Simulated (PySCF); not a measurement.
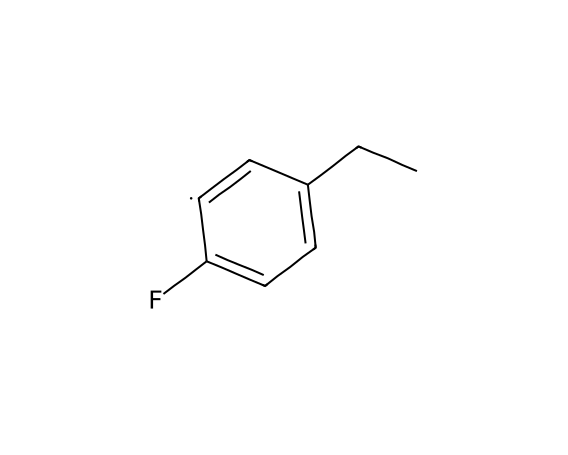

The picture comes from a calculation with PySCF.

2D structure. State: neutral, doublet.

Question: Write the SMILES.

Answer: CCc1c[c]c(F)cc1

Question: What is the molecular formula?

Answer: C8H8F.

Question: An optimisation with PBE0-D3(BJ)/def2-SVP gave a structure of which point group?

Answer: C1. Other conformers may differ.
